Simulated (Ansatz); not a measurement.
# What Ba3PbO (model cell, started as antiperovskite) distorts into, part 2 of 3

Which phase does Ba3PbO (model cell, started as antiperovskite) fall into along its unstable mode, and how much energy does it gain?

Ansatz 0.2.0; DFT PBEsol, scalar-relativistic, plane waves, PAW; PAW set soft_1.

So far, highest frequency on the path or at a solved wavevector (cm⁻¹): step 2 (response at finite wavevector) 284. Also lowest frequency on the path (cm⁻¹): step 2 -14.1.

The structure was built from a prototype and need not be the compound's stable phase.

## 5. Energy along the mode, all amplitudes (two of the runs are shown above)

An imaginary frequency means negative curvature, so the energy should fall and then rise again as anharmonic terms take over.

This step gave:

```yaml
depth_at_the_lowest_point_sampled: 0.345 meV/atom
largest_atomic_shift_at_that_point: 0.14 Å
```

Table of energy from the parent by largest atomic shift:

```csv
largest atomic shift (Å),energy from the parent (meV/atom)
0.000,0
0.040,-0.049
0.080,-0.172
0.140,-0.345
0.220,0.064
0.320,3.56
0.450,18.9
```

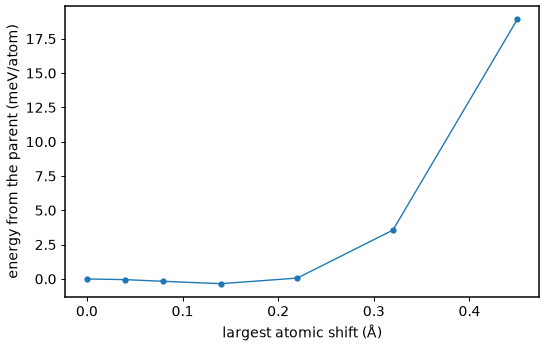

Energy from the parent, plotted against largest atomic shift.

Displacement at unit largest shift by atom:

```csv
atom,x (Å),y (Å),z (Å),size
Pb1,0.000,0.000,0.000,0.000
Pb2,0.000,0.000,0.000,0.000
O3,0.000,0.000,0.000,0.000
O4,0.000,0.000,0.000,0.000
Ba5,0.707,0.707,0.000,1.000
Ba6,-0.707,-0.707,0.000,1.000
Ba7,0.707,0.000,0.707,1.000
Ba8,-0.707,0.000,-0.707,1.000
Ba9,0.000,0.707,-0.707,1.000
Ba10,0.000,-0.707,0.707,1.000
```

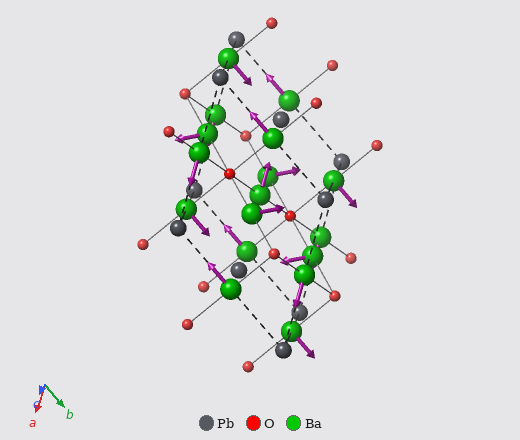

Displacement at unit largest shift as arrows, the longest 1.000 Å. Some periodic images of atoms are drawn too.

The lowest of the steps tried is at 0.14 Å, 0.345 meV/atom below the parent; the bottom of the well need not coincide with a step.

## 6. Relaxation from the frozen mode

Starting from the lowest point found, all atoms and the cell are let go, so that strain and other modes of the same symmetry can join in.

File input.yaml:

```yaml
crystal:
  lattice:
    - [5.4139058655, 5.4139058655, 0.0]
    - [5.4139058655, 0.0, 5.4139058655]
    - [5.4139058655, 0.0, -5.4139058655]
  atoms:
    - { symbol: Pb, position: [0.0, 0.5, 0.5] }
    - { symbol: Pb, position: [0.0, 0.0, 0.0] }
    - { symbol: O, position: [0.5, 0.25, 0.75] }
    - { symbol: O, position: [0.5, 0.75, 0.25] }
    - { symbol: Ba, position: [0.5182853104, 0.0, 1.0] }
    - { symbol: Ba, position: [0.4817146896, 0.5, 0.5] }
    - { symbol: Ba, position: [0.0, 0.0182853104, 0.5] }
    - { symbol: Ba, position: [0.0, 0.4817146896, 0.0] }
    - { symbol: Ba, position: [0.5182853104, -0.0182853104, 0.5] }
    - { symbol: Ba, position: [0.4817146896, 0.5182853104, 0.0] }
kpoints:
  mp_grid: { grid: [8, 8, 8] }
hamiltonian:
  xc: pbesol
  pseudopotentials: { kind: paw, azcp: { folder: soft_1 }, xc_functional: pbe }
scf:
  occupations: { method: methfessel_paxton, width: 0.2 }
output:
  forces: true
  stress: true
  eigenvalues: true
relax:
  adjacent_minimum: "off"
  f_tol: 0.002
  max_steps: 120
  cell: { stress_tol: 0.03 }
```

The run is started by

```console
$ ansatz run input.yaml --threads 8 --pin off --max-ram 16384MiB --backend cpu --events-out ev --progress --plain --runs-dir out
```

Numbers of over 12 decimals in the logs are rounded to 6 here.

Log:

```text
[...]
Crystal: 10 atoms, lattice volume = 317.367 Å³
Basis set: ecut = 420 eV, 6183 PW (Γ), exchange–correlation on 108×108×108 points (8 copies of the dense FFT grid, shifted against one another)
Bands: 60, of which v1, the nominal top of the filled ones, is band 50 counted from 1 (49 counted from 0)
Symmetry: 12 space group operations
[...]
k-points: 65 of 512
[...]
SCF iter   1: F=—  HF=-59829.232952 eV  |F-HF|=—  |Δ(HF+E_count)|=         —  Δρ=9.57e-2  dr2=3.54e1  ethr=3.10e-3  ⟨swp⟩=12.0  Hψ=21209  notcnv=0
[...]
SCF iter   9: F=-59821.956905 eV  HF=-59821.956905 eV  |F-HF|=3.24e-8  |Δ(HF+E_count)|=   1.17e-6  S|Δr|=    0.00e0  Δρ=4.72e-6  dr2=7.68e-8  ethr=1.00e-10  ⟨swp⟩=12.7  Hψ=21865  notcnv=0
SCF 1 converged in 9 iterations: F = -59821.956905 eV  dr2 = 7.68e-8
[...]
relax step   1: F+E_penalty+E_count = -59821.95690509 eV  Δ(F+E_penalty+E_count) = +0.000e0 eV  max|allowed force component| = 2.146e-3 eV/Å  Δτ_max = 0.0000 Å  P = +0.009 GPa  Ω = 317.367 Å³  (9 SCF iters, dr2 threshold 1.00e-7 eV, accepted)
Crystal: 10 atoms, lattice volume = 317.481 Å³
[...]
SCF iter   6: F=-59821.956934 eV  HF=-59821.956934 eV  |F-HF|=1.75e-10  |Δ(HF+E_count)|=  6.98e-10  S|Δr|=    0.00e0  Δρ=3.39e-7  dr2=6.58e-10  ethr=2.66e-12  ⟨swp⟩=4.8  Hψ=11846  notcnv=0
SCF 2 converged in 6 iterations: F = -59821.956934 eV  dr2 = 6.58e-10
relax step   2: F+E_penalty+E_count = -59821.95693360 eV  Δ(F+E_penalty+E_count) = -2.852e-5 eV  max|allowed force component| = 2.153e-3 eV/Å  Δτ_max = 0.0020 Å  P = -0.005 GPa  Ω = 317.481 Å³  energy of the carried Pulay correction = -5.287e-5 eV  (6 SCF iters, dr2 threshold 2.66e-9 eV, accepted)
Crystal: 10 atoms, lattice volume = 317.453 Å³
[...]
SCF iter   6: F=-59821.956983 eV  HF=-59821.956983 eV  |F-HF|=1.16e-10  |Δ(HF+E_count)|=  2.47e-10  S|Δr|=    0.00e0  Δρ=1.71e-7  dr2=2.47e-10  ethr=1.00e-12  ⟨swp⟩=4.9  Hψ=13186  notcnv=0
SCF 3 converged in 6 iterations: F = -59821.956983 eV  dr2 = 2.47e-10
relax step   3: F+E_penalty+E_count = -59821.95698266 eV  Δ(F+E_penalty+E_count) = -4.905e-5 eV  max|allowed force component| = 1.917e-3 eV/Å  Δτ_max = 0.0021 Å  P = -0.002 GPa  Ω = 317.453 Å³  energy of the carried Pulay correction = -3.981e-5 eV  (6 SCF iters, dr2 threshold 2.90e-10 eV, accepted)
[...]
relax step   4: F+E_penalty+E_count = -59821.95679337 eV  Δ(F+E_penalty+E_count) = +1.893e-4 eV  max|allowed force component| = 1.238e-3 eV/Å  Δτ_max = 0.0213 Å  P = -0.052 GPa  Ω = 317.873 Å³  energy of the carried Pulay correction = -2.356e-4 eV  (9 SCF iters, accepted)
[...]
relax step   5: F+E_penalty+E_count = -59821.95709783 eV  Δ(F+E_penalty+E_count) = -3.045e-4 eV  max|allowed force component| = 4.176e-4 eV/Å  Δτ_max = 0.0046 Å  P = -0.000 GPa  Ω = 317.453 Å³  energy of the carried Pulay correction = -3.979e-5 eV  (6 SCF iters, dr2 threshold 1.26e-8 eV, accepted)
[...]
relax step   6: F+E_penalty+E_count = -59821.95709728 eV  Δ(F+E_penalty+E_count) = +5.435e-7 eV  max|allowed force component| = 9.666e-5 eV/Å  Δτ_max = 0.0033 Å  P = -0.002 GPa  Ω = 317.463 Å³  energy of the carried Pulay correction = -4.463e-5 eV  (8 SCF iters, accepted)
[...]
SCF iter   5: F=-59821.957117 eV  HF=-59821.957117 eV  |F-HF|=0.00e0  |Δ(HF+E_count)|=  9.46e-11  S|Δr|=    0.00e0  Δρ=3.07e-8  dr2=7.27e-12  ethr=1.00e-12  ⟨swp⟩=4.8  Hψ=11885  notcnv=0
SCF 7 converged in 5 iterations: F = -59821.957117 eV  dr2 = 7.27e-12
relax step   7: F+E_penalty+E_count = -59821.95711711 eV  Δ(F+E_penalty+E_count) = -1.983e-5 eV  max|allowed force component| = 9.555e-5 eV/Å  Δτ_max = 0.0000 Å  P = -0.002 GPa  Ω = 317.463 Å³  stress off target by 2.52e-3 GPa  SCF on the basis re-selected at this cell (its energy is not comparable with the rows above)  (5 SCF iters)
basis re-selected at this cell: Δ(F+E_penalty+E_count) = -1.983e-5 eV, ΔP = +0.000 GPa vs the last step (what re-selecting the basis moved, of the pressure what is left beyond the Pulay correction that the steps carried, after the strain that the cell walked since its last selection, with what the two solves' SCF thresholds leave and, on support functions, any second-order correction that the steps lacked; it is no m [...]
SCF converged after 5 iterations
[...]
Free energy (F): -59821.957117 eV
[...]
Internal energy: -59821.968528 eV  (E = F + TS)
E sigma→0 (E₀):  -59821.959970 eV
Entropy (-TS):   0.011411 eV (1.141 meV/atom)
Fermi energy:    9.713947 eV
[...]
--- Forces (eV/Å), atoms counted from 1 ---
  atom   1  Pb     0.00000000     0.00000000     0.00000000
  atom   2  Pb     0.00000000    -0.00000000     0.00000000
  atom   3  O      0.00000000     0.00000000    -0.00000000
  atom   4  O     -0.00000000     0.00000000     0.00000000
  atom   5  Ba     0.00009555     0.00009555    -0.00000000
  atom   6  Ba    -0.00009555    -0.00009555     0.00000000
  atom   7  Ba     0.00009555    -0.00000000     0.00009555
  atom   8  Ba    -0.00009555     0.00000000    -0.00009555
  atom   9  Ba     0.00000000     0.00009555    -0.00009555
  atom  10  Ba    -0.00000000    -0.00009555     0.00009555
  max |Σ_I F_I| component: 3.47e-18 eV/Å
--- Stress (GPa, compression-positive) ---
       -0.001625       0.000446       0.000446
        0.000446      -0.001625      -0.000446
        0.000446      -0.000446      -0.001625
  P = ⅓ Tr σ = -0.0016 GPa (-0.016 kbar)
--- Band table (eV; the first three rows and the last of 65) ---
  k-point 0: bands = [... 46 lower, 9.6011, 9.6011, 9.6317, 9.8723, 9.9241, 9.9241, 10.1610, 10.2101, ... 6 higher]
  k-point 1: bands = [... 46 lower, 9.4078, 9.4183, 9.5201, 9.5201, 9.9321, 9.9321, 10.1851, 10.4517, ... 6 higher]
  k-point 2: bands = [... 46 lower, 9.2210, 9.2210, 9.3359, 9.3359, 10.0722, 10.0722, 10.4708, 10.9087, ... 6 higher]
  k-point 64: bands = [... 46 lower, 8.5529, 8.6841, 8.7120, 9.1825, 10.5057, 10.9386, 11.0279, 11.3606, ... 6 higher]
--- Relaxed structure (6 steps of the walk, 6 accepted, 1 SCFs on fresh bases) ---
  F+E_penalty+E_count = -59821.95711711 eV   max|allowed force component| = 9.555e-5 eV/Å   (the final SCF, on the basis selected at the relaxed cell)
  cell:  # Å, volume = 317.4629 Å³
    - [5.417016, 5.417016, -4.336808689942018e-19]
    - [5.417016, -1.3010426069826053e-18, 5.417016]
    - [5.411886, 0.00512954, -5.411886]
  atoms:
    - { symbol: Pb, position: [1.4571613670734136e-19, 0.5, 0.5] }
    - { symbol: Pb, position: [0, 0, 0] }
    - { symbol: O, position: [0.500000, 0.250000, 0.750000] }
    - { symbol: O, position: [0.500000, 0.750000, 0.250000] }
    - { symbol: Ba, position: [0.520573, 3.3306690738754696e-16, 1.000000] }
    - { symbol: Ba, position: [0.479427, 0.500000, 0.500000] }
    - { symbol: Ba, position: [0, 0.020573, 0.5] }
    - { symbol: Ba, position: [1.3552527156068805e-19, 0.479427, 0.0] }
    - { symbol: Ba, position: [0.520573, -0.020573, 0.5] }
    - { symbol: Ba, position: [0.479427, 0.520573, 0.0] }
```

The job ended after 97 s (8 threads of Arm Neoverse V1, shared host; peak memory 1.8 GiB; 13 min of CPU time).

Relaxation path:

```csv
step,energy less that of the first step (eV),largest force component (eV/Å),pressure (GPa),volume (Å³)
1,0.0000,0.0021,0.01,317.37
2,0.0000,0.0022,-0.01,317.48
3,-0.0001,0.0019,0.00,317.45
4,0.0001,0.0012,-0.05,317.87
5,-0.0002,0.0004,0.00,317.45
6,-0.0002,0.0001,0.00,317.46
7*,-0.0002,0.0001,0.00,317.46
```

Relaxation steps marked * repeat the geometry before them on a plane-wave basis chosen anew for their cell, so energy and pressure can jump there.

Forces are held to the 12 operations that the run works with; a distortion that breaks them can't arise in this run.

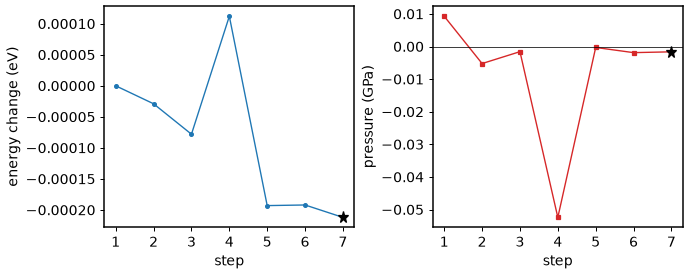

Energy and pressure along the relaxation. Stars mark steps on a basis chosen anew.

```csv
"conventional cell, symmetrised",before,after,change
a (Å),7.656,7.661,+0.1 %
b (Å),7.656,7.661,+0.1 %
c (Å),18.754,18.738,-0.1 %
volume (Å³/atom),31.74,31.75,+0.0 %
```

The atoms that moved most (Å, as changes of fractional coordinates times the final cell):

```csv
atom,dx,dy,dz,length
Ba5,0.012,0.012,0.000,0.018
Ba9,0.000,0.012,-0.012,0.018
Ba7,0.012,0.000,0.012,0.018
Ba10,0.000,-0.012,0.012,0.018
Ba6,-0.012,-0.012,0.000,0.018
Ba8,-0.012,0.000,-0.012,0.018
```

The relaxed structure:

```cif
data_structure
_symmetry_space_group_name_H-M 'P 1'
_symmetry_Int_Tables_number 1
_cell_length_a 7.6608
_cell_length_b 7.6608
_cell_length_c 7.6536
_cell_angle_alpha 90.000
_cell_angle_beta 59.969
_cell_angle_gamma 60.000
_cell_volume 317.46
loop_
_atom_site_label
_atom_site_type_symbol
_atom_site_fract_x
_atom_site_fract_y
_atom_site_fract_z
_atom_site_occupancy
Pb1 Pb 0.00000 0.50000 0.50000 1
Pb2 Pb 0.00000 0.00000 0.00000 1
O3 O 0.50000 0.25000 0.75000 1
O4 O 0.50000 0.75000 0.25000 1
Ba5 Ba 0.52057 0.00000 0.00000 1
Ba6 Ba 0.47943 0.50000 0.50000 1
Ba7 Ba 0.00000 0.02057 0.50000 1
Ba8 Ba 0.00000 0.47943 0.00000 1
Ba9 Ba 0.52057 0.97943 0.50000 1
Ba10 Ba 0.47943 0.52057 0.00000 1
```

This step gave:

```yaml
pressure: -0.001625 GPa
volume_per_atom: 31.75 Å³
```

The distorted start has space group R-3c; the relaxation ends in R-3c.

## 7. The new phase in its own primitive cell

The relaxed structure is symmetrised, reduced to its primitive cell and relaxed tightly, as its phonons need.

File input.yaml:

```yaml
crystal:
  lattice:
    - [3.8304085386, 2.2114874009, 6.2461463227]
    - [-3.8304085386, 2.2114874009, 6.2461463227]
    - [0.0, -4.4229748017, 6.2461463227]
  atoms:
    - { symbol: Pb, position: [0.25, 0.25, 0.25] }
    - { symbol: Pb, position: [0.75, 0.75, 0.75] }
    - { symbol: O, position: [0.5, 0.5, 0.5] }
    - { symbol: O, position: [0.0, 0.0, 0.0] }
    - { symbol: Ba, position: [0.2705725732, 0.75, 0.2294274268] }
    - { symbol: Ba, position: [0.7294274268, 0.25, 0.7705725732] }
    - { symbol: Ba, position: [0.7705725732, 0.7294274268, 0.25] }
    - { symbol: Ba, position: [0.2294274268, 0.2705725732, 0.75] }
    - { symbol: Ba, position: [0.25, 0.7705725732, 0.7294274268] }
    - { symbol: Ba, position: [0.75, 0.2294274268, 0.2705725732] }
kpoints:
  mp_grid: { grid: [6, 6, 6] }
hamiltonian:
  xc: pbesol
  pseudopotentials: { kind: paw, azcp: { folder: soft_1 }, xc_functional: pbe }
scf:
  occupations: { method: methfessel_paxton, width: 0.2 }
output:
  forces: true
  stress: true
  eigenvalues: true
relax:
  adjacent_minimum: "off"
  f_tol: 0.001
  max_steps: 60
  cell: { stress_tol: 0.01 }
```

Log:

```text
[...]
Crystal: 10 atoms, lattice volume = 317.463 Å³
Basis set: ecut = 420 eV, 6183 PW (Γ), exchange–correlation on 108×108×108 points (8 copies of the dense FFT grid, shifted against one another)
Bands: 60, of which v1, the nominal top of the filled ones, is band 50 counted from 1 (49 counted from 0)
Symmetry: 12 space group operations
[...]
k-points: 32 of 216
[...]
- { symbol: O, position: [0.500000, 0.500000, 0.500000] }
    - { symbol: O, position: [0.0, 0.0, 0.0] }
    - { symbol: Ba, position: [0.270573, 0.75, 0.229427] }
    - { symbol: Ba, position: [0.729427, 0.250000, 0.7705725732] }
    - { symbol: Ba, position: [0.770573, 0.729427, 0.250000] }
    - { symbol: Ba, position: [0.229427, 0.270573, 0.75] }
    - { symbol: Ba, position: [0.250000, 0.770573, 0.729427] }
    - { symbol: Ba, position: [0.750000, 0.229427, 0.270573] }
[key lines of the parts left out:]
SCF converged after 6 iterations
Free energy (F): -59821.956999 eV
Fermi energy:    9.728543 eV
P = ⅓ Tr σ = 0.0017 GPa (0.017 kbar)
```

It took 17 s on 8 threads; peak memory 1.5 GiB; 2.1 min of CPU time.

Little changed from the start: no atom moved by 0.005 Å and no cell edge by 0.1 %.

Numbers from this step:

```
pressure : 0.001690 GPa
```

The largest force component left is 0.23 meV/Å and the pressure is 0.002 GPa, within the tolerances set. The cell now holds 31.75 Å³/atom.

(Part 2 of 3 ends here.)

[Logs are printed without paths, hosts, clocks, repeated set-up lines and the standing remarks that a program may print on its own settings, such as how far it seeks lower states.]

[Hosts, paths, dates, database ids (printed as entryN), source tags and the programs' standing remarks are cut or masked in the printed files.]
